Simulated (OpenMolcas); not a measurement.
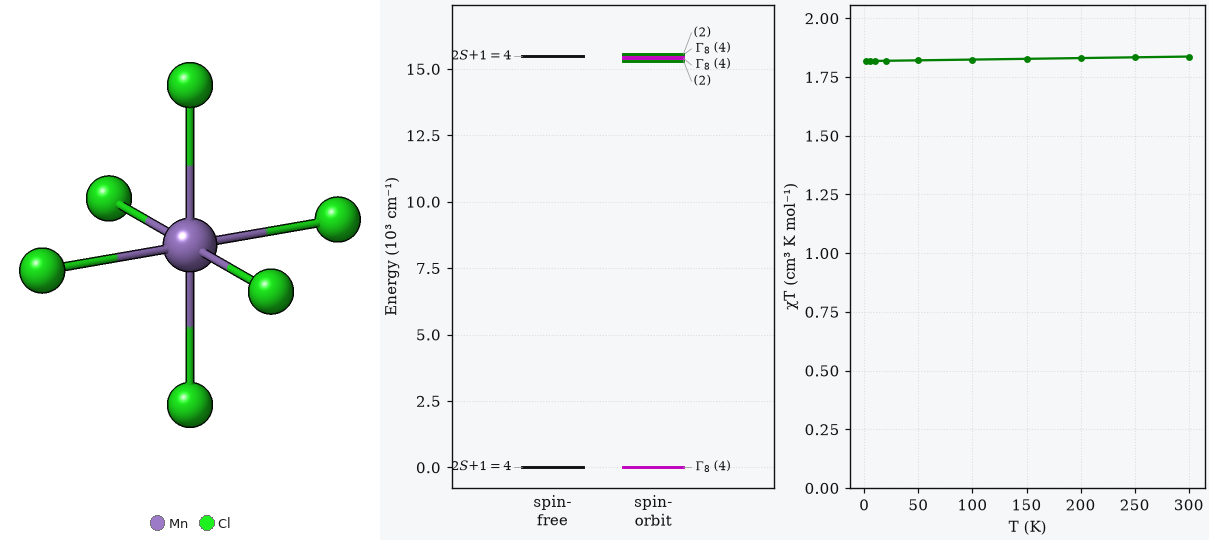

Mn⁴⁺ (3d³) as a dopant in Cs₂ZrCl₆, a cluster with its 6 nearest Cl⁻ at 2.344 Å (octahedron) embedded in model potentials and point charges; the geometry was set, not optimised, and its levels and susceptibility. Labels give the representation in O, Td, D4 or D3 as the site allows (double group for half-integer spin) where it could be assigned and, in brackets, the degeneracy; spin-free states, where drawn, share the zero of the spin-orbit levels. The calculation used state-averaged CASSCF, active space 3 electrons in the shell 3d, basis ANO-RCC-VTZP on the metal and ANO-RCC-VDZP on the ligands, DKH2 scalar Hamiltonian, spin-orbit coupling by RASSI with atomic mean-field integrals (OpenMolcas). Powder susceptibility by Van Vleck's formula.

Describe the ground state and the low levels.

The ground level is Γ₈, 4-fold degenerate, 100 % from states of spin multiplicity 4. The next level lies at 15,300 cm⁻¹. χT is 1.82 cm³ K mol⁻¹ at 2 K and 1.84 at 300 K, an effective moment of 3.83 μB. The active orbitals hold 68 to 95 % metal character (Löwdin), and the Mulliken charge of the metal is +0.58.

Known limits: covalent bonds, ligand orbitals missing from the active space; the geometry is set by hand, with no relaxation and no charge compensation.
